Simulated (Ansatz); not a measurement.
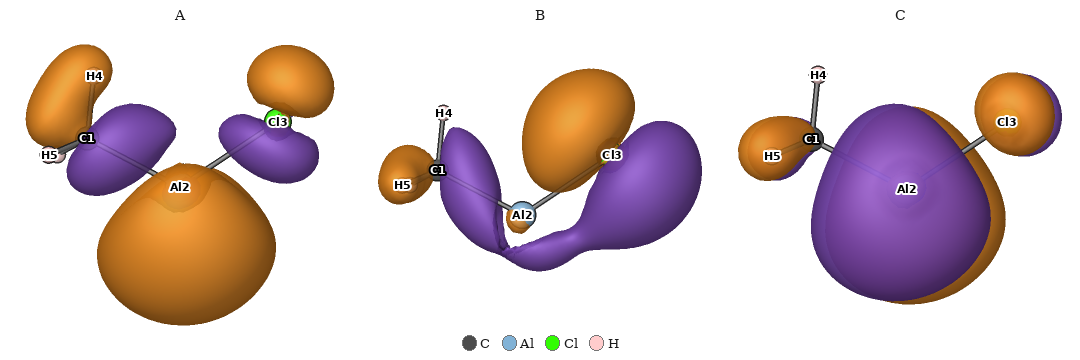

CH₃AlCl (doublet). Three frontier orbitals at ±0.08 Å⁻³ᐟ² (orange and purple are the two phases), in no order.

Not at a stationary point (largest force 2.0 eV/Å).

Theory: Ansatz, SCF cam_b3lyp, Gaussian basis.

```xyz
6

C    -0.4355    0.4272   -0.2842
Al    0.1216   -1.3437    0.2578
Cl    2.0702   -1.5925    1.1990
H     0.3731    1.2277   -0.0488
H    -1.4198    0.7195    0.2213
H    -0.6674    0.4977   -1.3914
```

Which picture is the HOMO−1, the HOMO and the LUMO? All are α orbitals.

B is the HOMO−1 (α) (−10.38 eV). By Hirshfeld shares it lies mainly on Cl3 (about 80 %) and Al2 (about 10 %); largely a lone pair of Cl3. A is the HOMO (α) (−7.06 eV). It lies mainly on Al2 (about 70 %), C1 (about 10 %) and Cl3 (about 10 %). C is the LUMO (α) (−0.57 eV). It lies mainly on Al2 (about 80 %) and Cl3 (about 10 %).

What is the gap between the highest occupied and lowest empty α orbitals?

6.49 eV between the orbital energies.
